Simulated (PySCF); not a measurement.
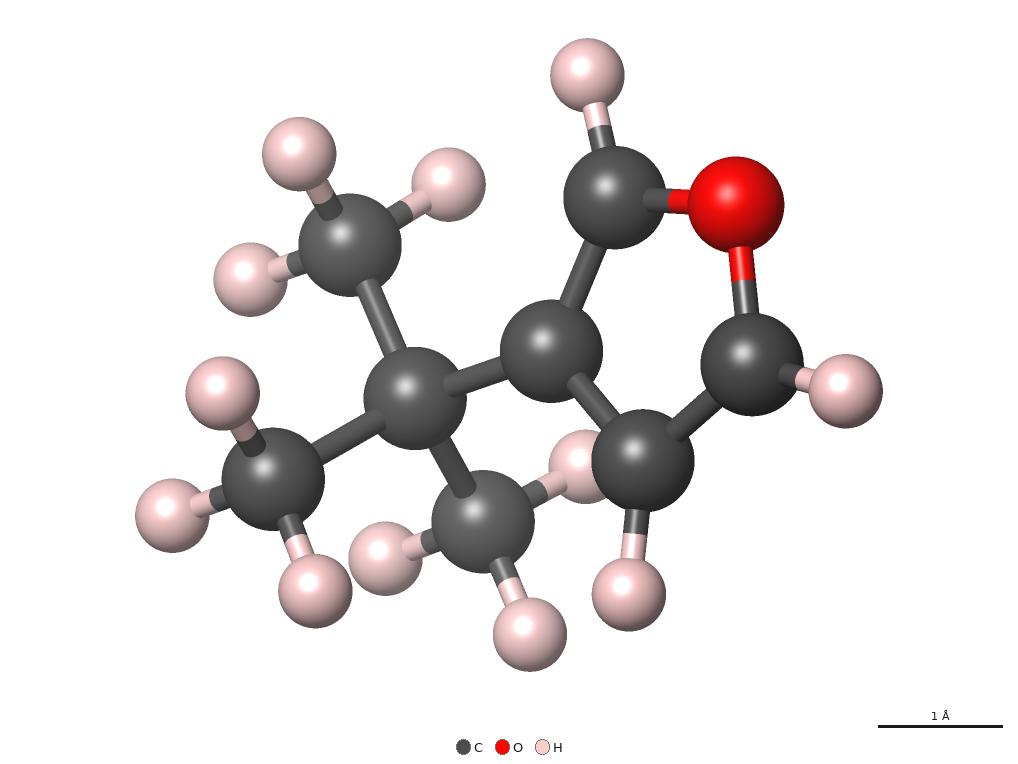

Rendered structure (ball-and-stick style). Every bond is drawn as one stick, whatever its order.

Identify the structure.

The molecule is C8H12O. Its SMILES string is `CC(C)(C)c1ccoc1`. Independent rings (smallest set): 1 of 5 members, 1 of them aromatic. This geometry has Cs symmetry. Coordination: 4 C tetrahedral; 4 C trigonal planar; 1 O bent.

The parts below concern this one geometry. Atoms keep their numbers from picture to picture. Computed geometry: PBE0-D3(BJ)/def2-SVP optimisation. No frequency run is at hand to confirm it as a minimum.

**Geometry**

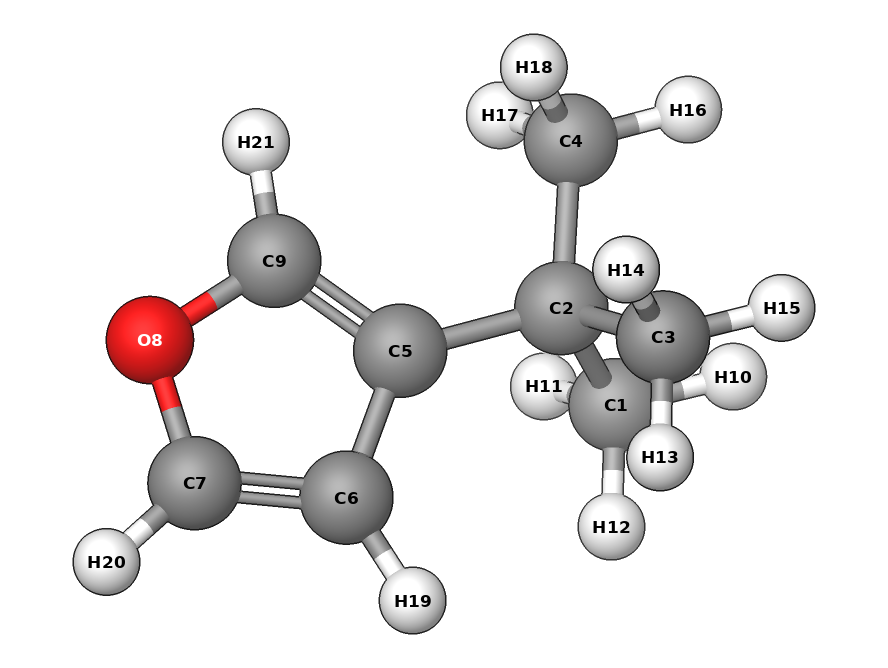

The atoms are numbered. No frequency run is at hand to confirm it as a minimum.

Estimate the angles C1–C2–C5, C2–C1–H10, C2–C1–H11, C2–C1–H12, C4–C2–C5, C5–C6–H19, C5–C9–O8, C6–C5–C9, C6–C7–O8, C7–O8–C9, O8–C7–H20, O8–C9–H21.

```tsv
angle	degrees
C1–C2–C5	109.1
C2–C1–H10	110.6
C2–C1–H11	110.9
C2–C1–H12	111.3
C4–C2–C5	110.4
C5–C6–H19	127.4
C5–C9–O8	111.0
C6–C5–C9	104.9
C6–C7–O8	110.4
C7–O8–C9	107.3
O8–C7–H20	116.3
O8–C9–H21	115.9
```

**Dipole moment**

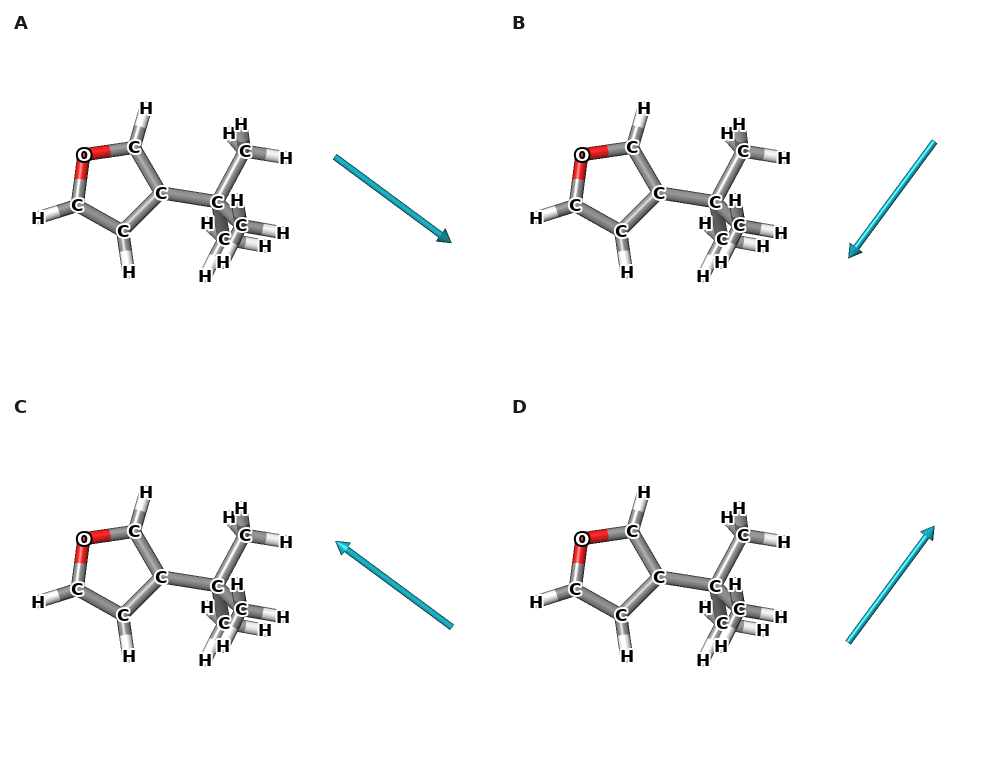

The same molecule four times, each with an arrow. No frequency run is at hand to confirm it as a minimum. Method: PBE0/pcSseg-1 in dichloromethane (IEF-PCM) (PySCF 2.14.0).

Which arrow points along the dipole moment, from the negative to the positive end?

Answer. A. The dipole moment is 1.15 D.

**Ring current**

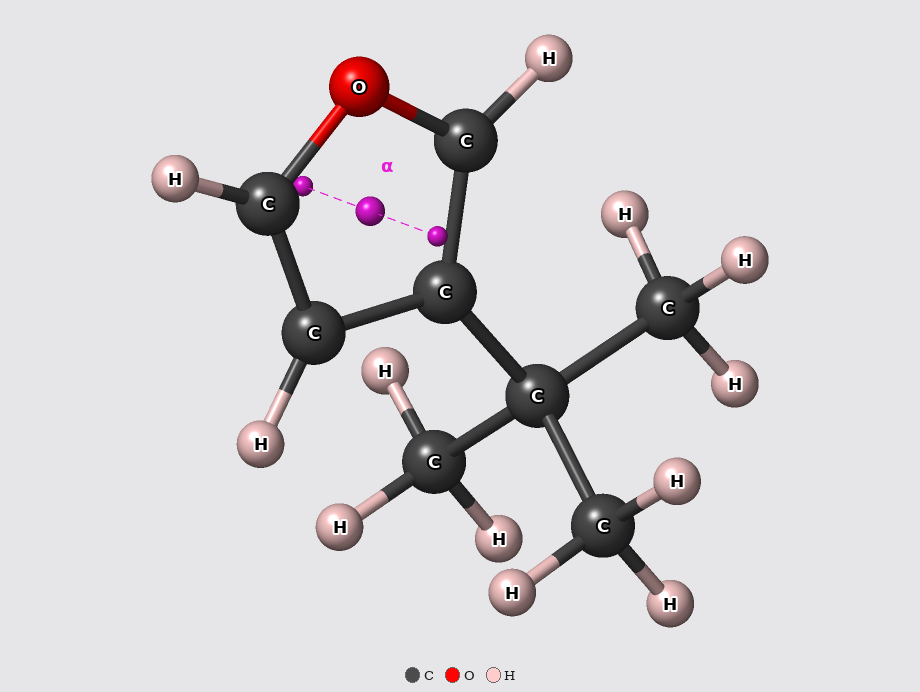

The small points mark where nucleus-independent chemical shifts (NICS) were computed: at the centre of each lettered ring and 1 Å above and below it. No frequency run is at hand to confirm it as a minimum. Properties computed with GIAO PBE0/pcSseg-1 NMR shielding, non-relativistic, IEF-PCM dichloromethane (PySCF 2.14.0).

Give NICS(0), NICS(1) and the out-of-plane component NICS(1)zz for each ring (means of the two sides).

| ring | members | NICS(0) | NICS(1) | NICS(1)zz |
| --- | --- | --- | --- | --- |
| α | C4O | −11.9 | −10.3 | −25.5 |

Values in ppm.

What do the values say about the ring currents?

Answer. Ring α: diatropic, as in an aromatic ring. NICS is one index among several.

**NMR shielding**

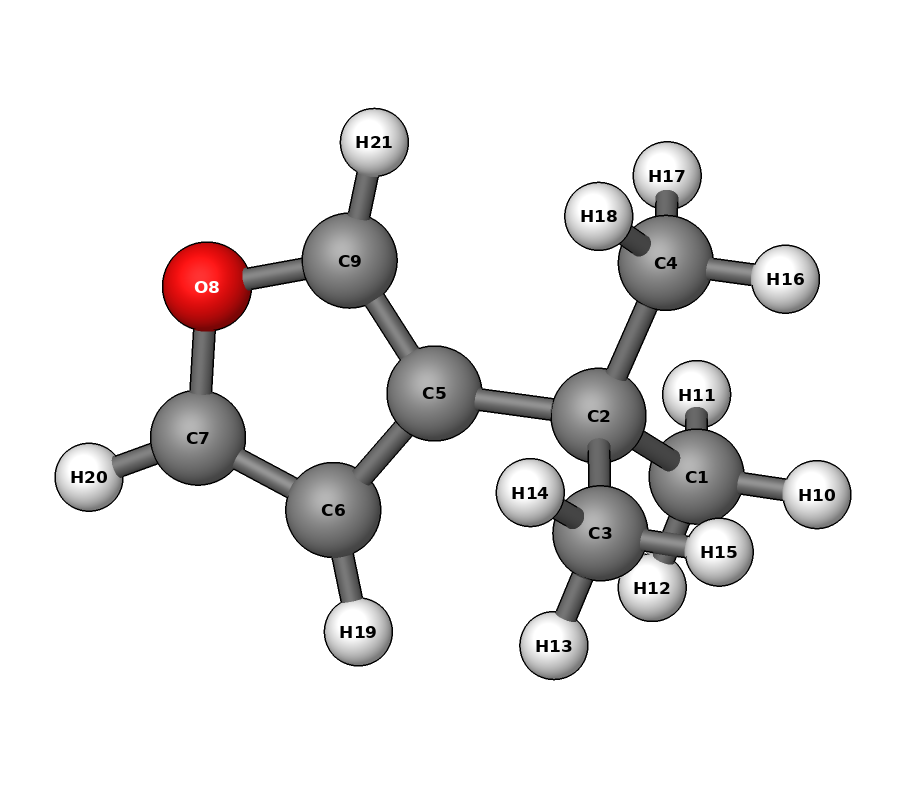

No frequency run is at hand to confirm it as a minimum. Method: GIAO PBE0/pcSseg-1 NMR shielding, non-relativistic, IEF-PCM tetrahydrofuran (PySCF 2.14.0). Principal shieldings σ11 ≤ σ22 ≤ σ33, span Ω = σ33 − σ11, skew κ = 3(σiso − σ22)/Ω.

Give the shielding tensors of the O atoms.

```tsv
atom	σ11	σ22	σ33	σiso	Ω	κ
O8	−89.4	−35.0	255.9	43.9	345.2	0.68
```

Shieldings and span in ppm.

**Quadrupole coupling**

No frequency run is at hand to confirm it as a minimum. Electric field gradients from the ground-state density, PBE0/pcSseg-1 in dichloromethane (IEF-PCM) (PySCF 2.14.0), non-relativistic apart from any core potentials.

Give the largest field-gradient component, the quadrupole coupling constant and the asymmetry for 17O at O8 (Q = −25.6 mb).

```csv
atom,V_zz (a.u.),e²qQ/h (MHz),η
O8,1.427,−8.58,0.04
```
